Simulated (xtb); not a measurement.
# CH5GeNO (charge −1): property calculation

The run: property calculation of CH5GeNO, charge −1, multiplicity 2. Method and program: GFN2-xTB (xtb 6.7.1).

The geometry was optimised with GFN2-xTB.

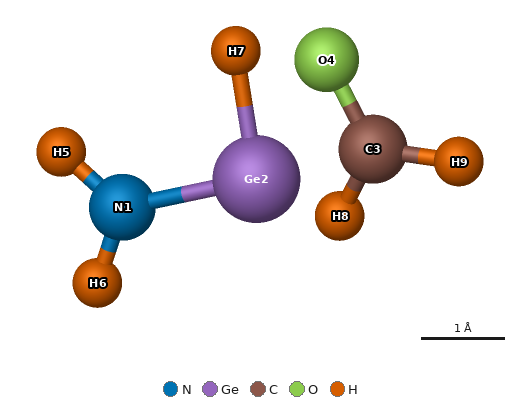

The structure as given in the input (ball-and-stick view, seen at a tilt; atoms are numbered from 1 in the order of the input). Sticks mark near contacts. Bond lengths as drawn: C–H 1.10 Å, C–O 1.22 Å, Ge–H 1.58 Å, Ge–N 1.80 Å and H–N 1.01 Å.

**The input (mol.json)**
```
{"schema_name": "qcschema_molecule", "schema_version": 2, "symbols": ["N", "Ge", "C", "O", "H", "H", "H", "H", "H"], "geometry": [-1.3834307, 2.50245092, -1.51336827, 1.50922977, 1.56280351, 0.01706423, 0.52078962, -2.40233323, 1.96395457, 0.90396939, -3.02900421, -0.23013085, -1.83267529, 2.20542377, -3.3395618, -2.78035405, 3.46078773, -0.64212894, 2.67475615, 0.22931827, -2.39594596, -1.37025931, -1.88738286, 2.65128575, 1.92519628, -2.72955821, 3.45653585], "molecular_charge": -1, "molecular_multiplicity": 2}
```

Command:
```bash
xtb mol.json --gfn 2 --vfukui | tee xtb.out
```

**Log**
```
* xtb version 6.7.1
########################################################################
[ERROR] Program stopped due to fatal error
-2- reading geometry input 'mol.json' failed
-1- JSON support not enabled
########################################################################
```

**Standard error**
```
ERROR STOP
Error termination. Backtrace:
abnormal termination of xtb
```

**What the run reported**

```csv
quantity,value
outcome,refused by the program
hardware,"1 thread of Arm Neoverse V1, 24 GiB of memory available, shared host"
```

**What went wrong**

The program refused the input.
